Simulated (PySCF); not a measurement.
```tsv
atom	x (Å)	y (Å)	z (Å)
Er	0.0000	0.0000	-0.3656
S	0.0000	0.0000	1.8974
```

The calculation used PBE0/x2c-TZVPall, spin-free X2C-1e, Gaussian nucleus, at a bond length of 2.263 Å in PySCF.

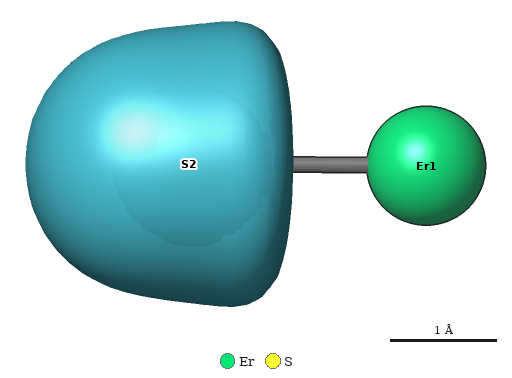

ErS (quintet). Isosurface of the electron localisation function at 0.75 (cyan), seen from one side. Core shells and regions of very low density are left out.

Question: What do the ELF domains correspond to?

Answer: The ELF exceeds this value in one region wrapped around S (its valence shell). Profiles from the grid: Er–S (2.26 Å): the ELF peaks at about 0.75 in the valence shell of S, 0.8 Å from its nucleus, and is about 0.40 at the midpoint.
